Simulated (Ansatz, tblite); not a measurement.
**Al5Sb4 zinc blende ring disc (Al5Sb4H16−): spin states and exact exchange**

Aim: set other spin states of Al5Sb4 zinc blende ring disc (Al5Sb4H16−) against its singlet, on many levels of theory.

Method: as each input shows; program: Ansatz 0.2.0, Gaussian basis.

Plan: triplet, at the geometry of the singlet (GFN1-xTB, GFN2-xTB, PBE0-D4/def2-SVP, PBE-D4/def2-SVP); the singlet's energies come from earlier runs.

7 further runs of the same task are left out: 4 that didn't finish, 3 set aside as unsound or not needed. Runs told in other sessions of the task aren't counted.

**1. The relaxed structure**

The geometry is that of the singlet, from an earlier relaxation (PBE-D4/def2-SVP).

25 atoms, charge -1, spin multiplicity 1.

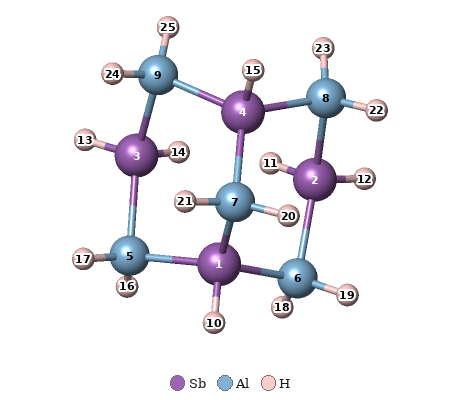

The structure; antimony purple, aluminium light blue, hydrogen pink; atoms are numbered from 1 in the order of the file.

Geometry (Å):

```xyz
25
Al5H16Sb4
Sb   -1.48026   -1.47436    1.16226
Sb    1.70340   -1.69400   -1.42806
Sb   -1.70739    1.69530   -1.40096
Sb    1.46952    1.48126    1.16242
Al   -3.36794   -0.14795   -0.23867
Al   -0.15632   -3.33863   -0.27045
Al   -0.00283    0.00073    2.90751
Al    3.34499    0.16155   -0.25951
Al    0.13973    3.35876   -0.24889
H    -2.44592   -2.45976    2.19658
H     0.91441   -0.90017   -2.73327
H     2.68993   -2.67934   -2.44117
H    -2.64181    2.62838   -2.50941
H    -0.85713    0.84058   -2.62965
H     2.44481    2.45641    2.19757
H    -4.01481   -1.03261   -1.41978
H    -4.32467    0.72079    0.72434
H    -1.04720   -3.97652   -1.45230
H     0.71597   -4.30433    0.68187
H     0.98342   -0.98442    3.71703
H    -0.98785    0.98384    3.72136
H     4.30406   -0.71300    0.69714
H     3.99065    1.05517   -1.43503
H    -0.72714    4.32140    0.71015
H     1.02319    3.99856   -1.43488
```

Sb takes a core potential in the def2 sets. No spin-orbit coupling is included. The ion is computed in the gas phase, without counter-ions or solvent.

**2. Triplet at the fixed geometry, GFN1-xTB**

Tight binding, by tblite at 300 K electronic temperature and without a spin-polarisation term:

```python
tblite.interface.Calculator('GFN1-xTB', numbers, positions, charge=-1, uhf=2).singlepoint()
```

Energy -689.8516 eV; 0.042 s.

**3. Triplet at the fixed geometry, GFN2-xTB**

Tight binding, by tblite at 300 K electronic temperature and without a spin-polarisation term:

```python
tblite.interface.Calculator('GFN2-xTB', numbers, positions, charge=-1, uhf=2).singlepoint()
```

Energy -613.1912 eV; 0.074 s.

**4. Triplet at the fixed geometry, PBE0-D4/def2-SVP**

Input file in.yaml:

```yaml
crystal:
  periodic: [false, false, false]
  atoms:
    - {symbol: Sb, position_ang: [-1.480263, -1.474362, 1.162259]}
    - {symbol: Sb, position_ang: [1.703399, -1.694005, -1.428062]}
    - {symbol: Sb, position_ang: [-1.707388, 1.695302, -1.400961]}
    - {symbol: Sb, position_ang: [1.469523, 1.481262, 1.162424]}
    - {symbol: Al, position_ang: [-3.367944, -0.147949, -0.238672]}
    - {symbol: Al, position_ang: [-0.156321, -3.338629, -0.270447]}
    - {symbol: Al, position_ang: [-0.002832, 0.000728, 2.907507]}
    - {symbol: Al, position_ang: [3.344986, 0.161546, -0.259513]}
    - {symbol: Al, position_ang: [0.139734, 3.358758, -0.248888]}
    - {symbol: H, position_ang: [-2.445917, -2.459764, 2.196580]}
    - {symbol: H, position_ang: [0.914410, -0.900174, -2.733267]}
    - {symbol: H, position_ang: [2.689927, -2.679344, -2.441168]}
    - {symbol: H, position_ang: [-2.641811, 2.628380, -2.509406]}
    - {symbol: H, position_ang: [-0.857134, 0.840583, -2.629650]}
    - {symbol: H, position_ang: [2.444811, 2.456405, 2.197569]}
    - {symbol: H, position_ang: [-4.014813, -1.032611, -1.419776]}
    - {symbol: H, position_ang: [-4.324670, 0.720787, 0.724342]}
    - {symbol: H, position_ang: [-1.047197, -3.976521, -1.452300]}
    - {symbol: H, position_ang: [0.715966, -4.304331, 0.681870]}
    - {symbol: H, position_ang: [0.983424, -0.984425, 3.717026]}
    - {symbol: H, position_ang: [-0.987853, 0.983839, 3.721357]}
    - {symbol: H, position_ang: [4.304061, -0.713002, 0.697136]}
    - {symbol: H, position_ang: [3.990652, 1.055168, -1.435030]}
    - {symbol: H, position_ang: [-0.727138, 4.321403, 0.710147]}
    - {symbol: H, position_ang: [1.023187, 3.998556, -1.434877]}
basis:
  gaussian: {orbitals: def2-SVP}
total_charge: -1
magnetization: {spin_polarized: true, initial_magnetization: 2}
hamiltonian: {xc: pbe0, dispersion: d4}
scf: {omitted_lower_state_checks: [starts]}
output: {orbitals: {seedname: orbitals}}
```

Launch:

```bash
$ ansatz run in.yaml --threads 4 --pin off --events-out ev --progress --plain --max-ram 6963MiB
```

The program printed:

```text
Functional definition: PBE0
  name "PBE0"
  cite "Adamo & Barone, J. Chem. Phys. 110, 6158 (1999) doi:10.1063/1.478522"
  cite "Perdew, Burke & Ernzerhof, Phys. Rev. Lett. 77, 3865 (1996) doi:10.1103/PhysRevLett.77.3865"
  parent pbe
  parameter a = 0.25
  parameter kappa = 0.804
  parameter beta = 0.06672455060314922
  exchange = (1 - a)*pbe_x(kappa = kappa, mu = beta*pi^2/3) + a*exact_x
  correlation = pbe_c(beta = beta)
these checks for a lower state are left out or cut short: starts
2957 factors; integrals over basis functions are off by at most 1.1e-3 eV
mean field evaluation 1: about -59367.8104 eV, gradient 2.0e1 eV
mean field evaluation 2: about -59363.1774 eV, gradient 2.9e1 eV
mean field evaluation 4: about -59370.8583 eV, gradient 3.7e0 eV
mean field evaluation 8: about -59371.1593 eV, gradient 1.3e0 eV
mean field evaluation 16: about -59371.1806 eV, gradient 4.0e-2 eV
mean field evaluation 32: about -59371.2227 eV, gradient 1.3e-2 eV
mean field -59371.22274649 eV, -2181.8521926732 hartree, gradient 8.5e-6 eV, S^2 2.009883; 0 other end points of the search recorded, 0 dependent functions left out
reference -59371.22281145 eV, -2181.8521950605 hartree; 88, 86 occupied and 186, 188 virtual orbitals, 2957 factors
Total energy: -59372.39125270 eV, -2181.8951344844 hartree
Checks for a lower state left out: starts
```

Run time: 88 s. Hardware: 4 threads of Arm Neoverse V2, shared host; peak memory 2.6 GiB.

From the report: HOMO -0.04 eV, LUMO -3.10 eV (over both spins; with the spin held, an empty level of the minority spin lies below the top filled one); ⟨S²⟩ 2.010 (pure: 2.00).

**5. Triplet at the fixed geometry, PBE-D4/def2-SVP**

start.molden holds the orbitals of an earlier run on this state, given as this run's starting guess.

Changes to in.yaml since step 4:

```diff
@@ -29,6 +29,6 @@
 basis:
-  gaussian: {orbitals: def2-SVP}
+  gaussian: {orbitals: def2-SVP, initial_orbitals: start.molden}
 total_charge: -1
 magnetization: {spin_polarized: true, initial_magnetization: 2}
-hamiltonian: {xc: pbe0, dispersion: d4}
+hamiltonian: {xc: pbe, dispersion: d4}
 scf: {omitted_lower_state_checks: [starts]}
```

The command is unchanged.

The program printed:

```text
Functional definition: PBE
  name "PBE"
  cite "Perdew, Burke & Ernzerhof, Phys. Rev. Lett. 77, 3865 (1996) doi:10.1103/PhysRevLett.77.3865"
  parent pbe
  parameter kappa = 0.804
  parameter beta = 0.06672455060314922
  exchange = pbe_x(kappa = kappa, mu = beta*pi^2/3)
  correlation = pbe_c(beta = beta)
these checks for a lower state are left out or cut short: starts
3157 factors; their error is unknown
mean field evaluation 1: about -59365.9316 eV, gradient 6.0e0 eV
mean field evaluation 2: about -59366.1761 eV, gradient 3.0e-1 eV
mean field evaluation 4: about -59366.0656 eV, gradient 2.1e0 eV
mean field evaluation 8: about -59366.1277 eV, gradient 1.2e-1 eV
mean field evaluation 16: about -59366.1494 eV, gradient 3.1e-4 eV
mean field -59366.14941406 eV, -2181.6657511455 hartree, gradient 2.4e-6 eV, S^2 2.002790; 0 other end points of the search recorded, 0 dependent functions left out
reference -59366.14950188 eV, -2181.6657543726 hartree; 88, 86 occupied and 186, 188 virtual orbitals, 3157 factors
Total energy: -59367.43800373 eV, -2181.7131059423 hartree
Checks for a lower state left out: starts
```

Run time: 58 s. Hardware: 4 threads of Arm Neoverse V2, shared host; peak memory 1.7 GiB.

Report: HOMO 0.43 eV, LUMO -3.26 eV (over both spins; with the spin held, an empty level of the minority spin lies below the top filled one); ⟨S²⟩ 2.003 (pure: 2.00). Doubts: highest occupied level lies above zero.

**6. Triplet less singlet, vertical**

The singlet's energies are those of its earlier runs, whose logs aren't repeated here.

```tsv
level	triplet less singlet, vertical (kcal/mol)	time
GFN1-xTB	+80.4	0.072 s
GFN2-xTB	+61.8	0.11 s
PBE-D4/def2-SVP	+84.9	67 s
PBE0-D4/def2-SVP	+96.0	1.7 min
```

Times add the two runs; a level without a time comes out of a correlated run. Tight binding without a spin term can't rank spin states.

**7. Results**

| quantity | value |
| --- | --- |
| triplet less singlet, vertical, functionals in def2-SVP | +84.9 (PBE-D4) to +96.0 kcal/mol (PBE0-D4) |

What this shows: All functionals put the triplet above the singlet, over a spread of 11.1 kcal/mol. The checks for a lower triplet were left out, so another state of that spin may lie lower. These are electronic energies, without zero-point motion, entropy or surroundings.

The anion's highest level is positive in at least one run, so there the basis alone may hold the extra electron.
